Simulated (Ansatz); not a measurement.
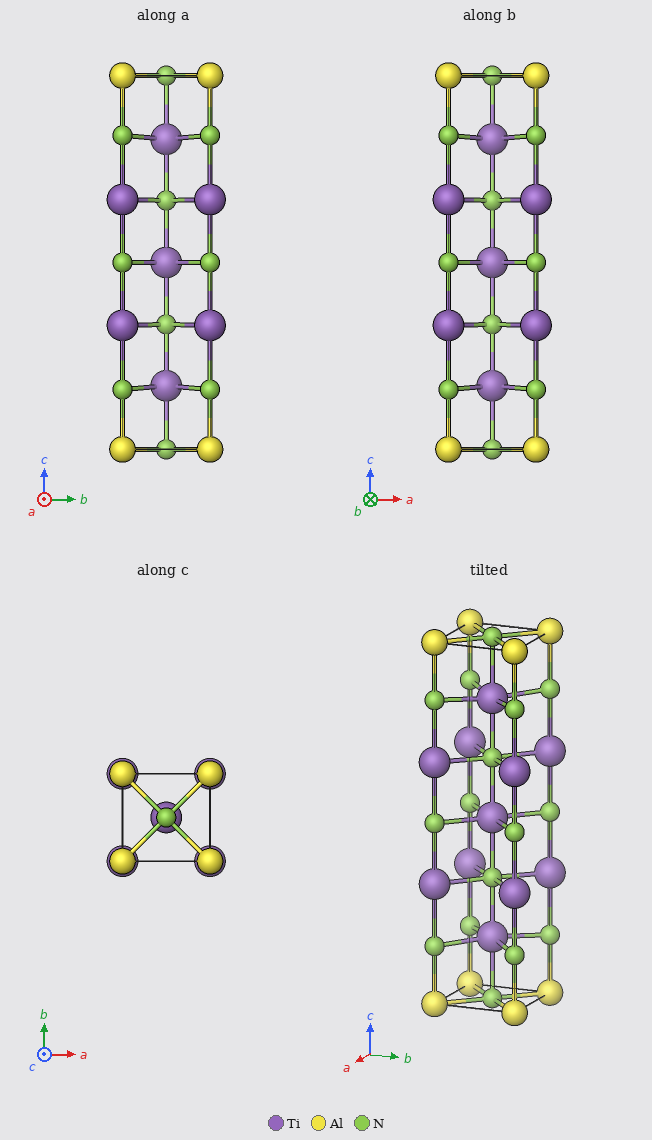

Ball-and-stick model, viewed along the a axis, along the b axis, along the c axis and slightly off an axis. One conventional unit cell is outlined, and atoms on its boundary appear in each equivalent place.

Lattice parameters: a = 2.9805 Å, b = 2.9805 Å, c = 12.7342 Å, α = 90.000°, β = 90.000°, γ = 90.000°.

Q: Put the structure into a CIF in P1 with every atom of the cell, with free fractional coordinates to two decimals.

A:
```cif
data_structure
_symmetry_space_group_name_H-M 'P 1'
_symmetry_Int_Tables_number 1
_cell_length_a 2.9805
_cell_length_b 2.9805
_cell_length_c 12.7342
_cell_angle_alpha 90.000
_cell_angle_beta 90.000
_cell_angle_gamma 90.000
_cell_volume 113.12
loop_
_atom_site_label
_atom_site_type_symbol
_atom_site_fract_x
_atom_site_fract_y
_atom_site_fract_z
_atom_site_occupancy
Ti1 Ti 0.50 0.50 0.17 1
Ti2 Ti 0.00 0.00 0.33 1
Ti3 Ti 0.50 0.50 0.50 1
Ti4 Ti 0.00 0.00 0.67 1
Ti5 Ti 0.50 0.50 0.83 1
Al1 Al 0.00 0.00 0.00 1
N1 N 0.00 0.00 0.16 1
N2 N 0.50 0.50 0.33 1
N3 N 0.00 0.00 0.50 1
N4 N 0.50 0.50 0.67 1
N5 N 0.00 0.00 0.84 1
N6 N 0.50 0.50 0.00 1
```

The structure was taken from a structure type filled with these elements by a generator (whether the compound takes this form wasn't checked). Earlier steps of the study, as a rule a relaxation of our own, may have changed the cell and positions, so they can lie some per cent off the listed ones. It was run through Ansatz as a DFT input.
